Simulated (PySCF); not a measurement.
**Run report: BCl (charge +1), single-point calculation**

The run: single-point calculation of BCl, charge +1, multiplicity 2. Method and program: UKS-olyp/pcseg-1, tddft (PySCF 2.14.0).

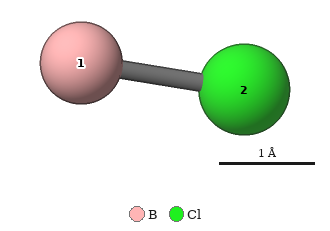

**Figure 1.** The structure as given in the input (ball-and-stick view, seen at an oblique angle; atoms are numbered from 1 in the order of the input). Bond lengths as drawn: B–Cl 1.78 Å.

### The input
```python
from pyscf import gto, dft, tdscf

mol = gto.M(
    atom='B 0 0 0; Cl 0 0 1.782',
    basis='pcseg-1',
    charge=1,
    spin=1,
    verbose=4,
)
mf = dft.UKS(mol, xc='olyp')
mf.init_guess = 'sap'
mf.kernel()
td = tdscf.TDDFT(mf)
td.nstates = 8
td.kernel()
td.analyze()
mf.dip_moment()
print('orbital energies (hartree):', [e[max(0, n-3):n+3].round(4) for e, n in zip(mf.mo_energy, mol.nelec)])
```

Run on 1 CPU thread, shared host.

Command:
```bash
OMP_NUM_THREADS=1 python input.py
```

### The program's output
```
PySCF version 2.14.0

[INPUT] verbose = 4
[INPUT] num. atoms = 2
[INPUT] num. electrons = 21
[INPUT] charge = 1
[INPUT] spin (= nelec alpha-beta = 2S) = 1
[INPUT] symmetry False subgroup None
[INPUT] Mole.unit = angstrom
[INPUT] Symbol           X                Y                Z      unit          X                Y                Z       unit  Magmom
[INPUT]  1 B      0.000000000000   0.000000000000   0.000000000000 AA    0.000000000000   0.000000000000   0.000000000000 Bohr   0.0
[INPUT]  2 Cl     0.000000000000   0.000000000000   1.782000000000 AA    0.000000000000   0.000000000000   3.367491953975 Bohr   0.0

nuclear repulsion = 25.2413372212121
number of shells = 6
number of NR pGTOs = 69
number of NR cGTOs = 32
basis = pcseg-1
ecp = {}

******** <class 'pyscf.dft.uks.UKS'> ********
method = UKS
initial guess = sap
damping factor = 0
level_shift factor = 0
DIIS = <class 'pyscf.scf.diis.CDIIS'>
diis_start_cycle = 1
diis_space = 8
diis_damp = 0
SCF conv_tol = 1e-09
SCF conv_tol_grad = None
SCF max_cycles = 50
direct_scf = True
direct_scf_tol = 1e-13
number electrons alpha = 11  beta = 10
XC library pyscf.dft.libxc version 7.0.0
    S. Lehtola, C. Steigemann, M. J.T. Oliveira, and M. A.L. Marques.,  SoftwareX 7, 1–5 (2018)
XC functionals = olyp
    N. C. Handy and A. J. Cohen.,  Mol. Phys. 99, 403 (2001)
    C. Lee, W. Yang, and R. G. Parr.,  Phys. Rev. B 37, 785 (1988)
    B. Miehlich, A. Savin, H. Stoll, and H. Preuss.,  Chem. Phys. Lett. 157, 200 (1989)
radial grids:
    Treutler-Ahlrichs [JCP 102, 346 (1995); DOI:10.1063/1.469408] (M4) radial grids

becke partition: Becke, JCP 88, 2547 (1988); DOI:10.1063/1.454033
pruning grids: <function nwchem_prune>
grids dens level: 3
symmetrized grids: False
atomic radii adjust function: <function treutler_atomic_radii_adjust>
small_rho_cutoff = 0
Set gradient conv threshold to 3.16228e-05
Initial guess from superposition of atomic potentials (doi:10.1021/acs.jctc.8b01089)
This is the Gaussian fit version as described in doi:10.1063/5.0004046.
Found SAP basis sapgrasplarge

WARN: SAP basis coefficients must be equal or closeto total electronic charge: -22.0 !≃ 21
Check fails with value 1.0

  HOMO = -0.412107908665665  LUMO = -0.286673983344563  gap/eV = 3.41323
tot grids = 32928
init E= -483.775453657606
  alpha nocc = 11  HOMO = -0.907546692475419  LUMO = -0.781635522195494

WARN: beta  nocc = 10  HOMO -0.907546692475421 >= LUMO -0.907546692475418

WARN: HOMO -0.907546692475419 >= LUMO -0.907546692475418

cycle= 1 E= -483.131144363892  delta_E= 0.644  |g|= 1.43  |ddm|= 1.79
  alpha nocc = 11  HOMO = -0.345382545558705  LUMO = -0.238807089390853
  beta  nocc = 10  HOMO = -1.0850218604449  LUMO = -0.337377197660933
  HOMO = -0.345382545559  LUMO = -0.337377197661  gap/eV = 0.21784
cycle= 2 E= -482.358674604845  delta_E= 0.772  |g|= 1.37  |ddm|= 4.27
  alpha nocc = 11  HOMO = -0.512175507901375  LUMO = -0.38491033988459
  beta  nocc = 10  HOMO = -0.580079458228158  LUMO = -0.509175392723003
  HOMO = -0.512175507901  LUMO = -0.509175392723  gap/eV = 0.08164
cycle= 3 E= -484.485981472424  delta_E= -2.13  |g|= 0.422  |ddm|= 3.92
  alpha nocc = 11  HOMO = -0.599838999863911  LUMO = -0.414802049151818
  beta  nocc = 10  HOMO = -0.590466064877951  LUMO = -0.547532580070508
  HOMO = -0.590466064878  LUMO = -0.547532580071  gap/eV = 1.16828
cycle= 4 E= -484.570540528853  delta_E= -0.0846  |g|= 0.21  |ddm|= 0.531
  alpha nocc = 11  HOMO = -0.611752282881517  LUMO = -0.403952696784555
  beta  nocc = 10  HOMO = -0.621506075904802  LUMO = -0.519899875265578
  HOMO = -0.611752282882  LUMO = -0.519899875266  gap/eV = 2.49943
cycle= 5 E= -484.602521747014  delta_E= -0.032  |g|= 0.0435  |ddm|= 0.239
  alpha nocc = 11  HOMO = -0.591120556769762  LUMO = -0.377478860326646
  beta  nocc = 10  HOMO = -0.606714483082006  LUMO = -0.490817483984149
  HOMO = -0.59112055677  LUMO = -0.490817483984  gap/eV = 2.72939
cycle= 6 E= -484.603529990232  delta_E= -0.00101  |g|= 0.0262  |ddm|= 0.103
  alpha nocc = 11  HOMO = -0.598212982502937  LUMO = -0.383639881765053
  beta  nocc = 10  HOMO = -0.610167787466642  LUMO = -0.500183198257907
  HOMO = -0.598212982503  LUMO = -0.500183198258  gap/eV = 2.66753
cycle= 7 E= -484.604106582  delta_E= -0.000577  |g|= 0.00248  |ddm|= 0.0352
  alpha nocc = 11  HOMO = -0.598600499621138  LUMO = -0.382721184125944
  beta  nocc = 10  HOMO = -0.609785207792389  LUMO = -0.499979659390009
  HOMO = -0.598600499621  LUMO = -0.49997965939  gap/eV = 2.68361
cycle= 8 E= -484.604116623856  delta_E= -1e-05  |g|= 0.000504  |ddm|= 0.0069
  alpha nocc = 11  HOMO = -0.598665549707839  LUMO = -0.382502578018292
  beta  nocc = 10  HOMO = -0.609959284295328  LUMO = -0.499800640868198
  HOMO = -0.598665549708  LUMO = -0.499800640868  gap/eV = 2.69025
cycle= 9 E= -484.604117600869  delta_E= -9.77e-07  |g|= 0.000139  |ddm|= 0.0026
  alpha nocc = 11  HOMO = -0.598655722042147  LUMO = -0.382398667400988
  beta  nocc = 10  HOMO = -0.60997698510979  LUMO = -0.499789110373641
  HOMO = -0.598655722042  LUMO = -0.499789110374  gap/eV = 2.69030
cycle= 10 E= -484.604117665007  delta_E= -6.41e-08  |g|= 1.65e-05  |ddm|= 0.00084
  alpha nocc = 11  HOMO = -0.598656386710921  LUMO = -0.382402336526363
  beta  nocc = 10  HOMO = -0.60998244700272  LUMO = -0.499789591650439
  HOMO = -0.598656386711  LUMO = -0.49978959165  gap/eV = 2.69030
cycle= 11 E= -484.604117665231  delta_E= -2.24e-10  |g|= 1.77e-06  |ddm|= 2.78e-05
  alpha nocc = 11  HOMO = -0.598656495633616  LUMO = -0.382402230448947
  beta  nocc = 10  HOMO = -0.609981358328568  LUMO = -0.499789728041351
  HOMO = -0.598656495634  LUMO = -0.499789728041  gap/eV = 2.69030
```

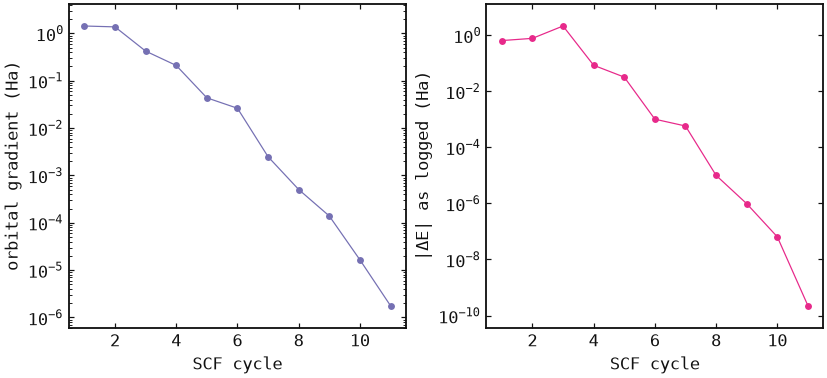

**Figure 2.** Convergence of the self-consistent field: orbital gradient and size of the energy change against the SCF cycle. The residual falls at every step.

```
Extra cycle  E= -484.604117665219  delta_E= 1.24e-11  |g|= 4.52e-06  |ddm|= 7.65e-06
converged SCF energy = -484.604117665219  <S^2> = 0.7584274  2S+1 = 2.0084097

******** <class 'pyscf.tdscf.uks.CasidaTDDFT'> for <class 'pyscf.dft.uks.UKS'> ********
nstates = 8
deg_eia_thresh = 1.000e-03
wfnsym = None
conv_tol = 1e-05
eigh lindep = 1e-12
eigh level_shift = 0
eigh max_cycle = 100

Excitation energies (eV)
[2.87338078 2.8733813  4.64609826 4.81153033 4.81153043 4.82851669
 4.82852141 5.1163935 ]

** Excitation energies and oscillator strengths **
Excited State   1:      2.87338 eV    431.49 nm  f=0.0013
      11a ->   13a      0.13325
      10b ->   11b      0.99018
Excited State   2:      2.87338 eV    431.49 nm  f=0.0013
      11a ->   12a      0.13325
       9b ->   11b      0.99018
Excited State   3:      4.64610 eV    266.86 nm  f=0.0014
       9a ->   13a      0.57326
      10a ->   12a      0.57326
       8b ->   11b      0.24098
       9b ->   13b     -0.38049
      10b ->   12b     -0.38049
Excited State   4:      4.81153 eV    257.68 nm  f=0.0242
      11a ->   12a     -0.98547
       8b ->   13b      0.10218
       9b ->   11b      0.13306
Excited State   5:      4.81153 eV    257.68 nm  f=0.0242
      11a ->   13a     -0.98547
       8b ->   12b      0.10218
      10b ->   11b      0.13306
Excited State   6:      4.82852 eV    256.77 nm  f=0.0000
       9a ->   12a     -0.67769
      10a ->   13a     -0.67769
       9b ->   12b      0.19038
      10b ->   13b      0.19038
Excited State   7:      4.82852 eV    256.77 nm  f=0.0000
       9a ->   13a     -0.67769
      10a ->   12a      0.67769
       9b ->   13b     -0.19038
      10b ->   12b      0.19038
Excited State   8:      5.11639 eV    242.33 nm  f=0.0000
       9a ->   12a      0.70711
      10a ->   13a     -0.70711

** Transition electric dipole moments (AU) **
state          X           Y           Z        Dip. S.      Osc.
  1         0.0918      0.1017     -0.0000      0.0188      0.0013
  2         0.1017     -0.0918     -0.0000      0.0188      0.0013
  3        -0.0000     -0.0000     -0.1110      0.0123      0.0014
  4         0.3361     -0.3033      0.0000      0.2050      0.0242
  5         0.3033      0.3361     -0.0000      0.2050      0.0242
  6         0.0000      0.0000      0.0000      0.0000      0.0000
  7        -0.0000     -0.0000     -0.0000      0.0000      0.0000
  8        -0.0000     -0.0000     -0.0000      0.0000      0.0000

** Transition velocity dipole moments (imaginary part, AU) **
state          X           Y           Z        Dip. S.      Osc.
  1         0.0042      0.0046      0.0000      0.0000      0.0002
  2         0.0046     -0.0042     -0.0000      0.0000      0.0002
  3        -0.0000     -0.0000     -0.0144      0.0002      0.0008
  4         0.0567     -0.0511      0.0000      0.0058      0.0220
  5         0.0511      0.0567      0.0000      0.0058      0.0220
  6         0.0000      0.0000      0.0000      0.0000      0.0000
  7        -0.0000     -0.0000     -0.0000      0.0000      0.0000
  8        -0.0000     -0.0000     -0.0000      0.0000      0.0000

** Transition magnetic dipole moments (imaginary part, AU) **
state          X           Y           Z
  1         0.0421     -0.0380      0.0000
  2        -0.0380     -0.0421      0.0000
  3         0.0000     -0.0000      0.0000
  4         0.7802      0.8647     -0.0000
  5        -0.8647      0.7802     -0.0000
  6        -0.0000      0.0000      0.0000
  7         0.0000     -0.0000      0.0000
  8         0.0000     -0.0000     -0.0000

WARN: System has nonzero charge 1; the dipole moment is origin-dependent.
Location of origin: [0. 0. 0.]

Dipole moment(X, Y, Z, Debye):  0.00000, -0.00000,  2.72483
orbital energies (hartree): [array([-0.613 , -0.613 , -0.5987, -0.425 , -0.425 , -0.2392]), array([-0.736 , -0.61  , -0.61  , -0.4998, -0.3824, -0.3824])]
```

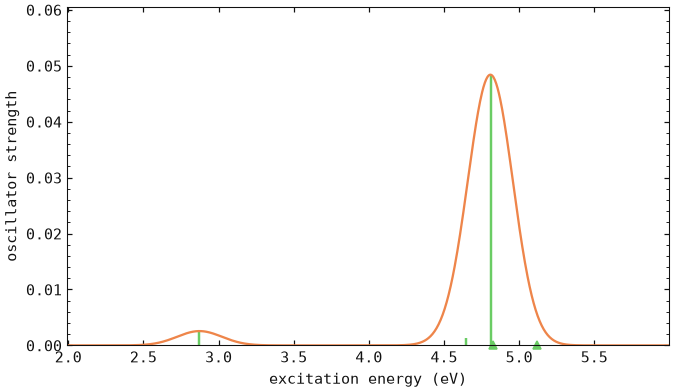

**Figure 3.** Computed excitations as sticks (degenerate states added up, dark ones marked on the axis), with a Gaussian envelope of 0.35 eV full width at half maximum, scaled to the tallest. Of the 8 states the lowest lies at 2.87 eV (f = 0.001); the strongest line is at 4.81 eV, or 258 nm (f = 0.048, summed over 2 states that lie within 0.004 eV).

### Summary

```tsv
quantity	value
outcome	converged
SCF energy	−484.604118 hartree
⟨S²⟩	0.758
wall time	11 s
```

### Notes

Notes on the run: SAP basis coefficients must be equal or closeto total electr.
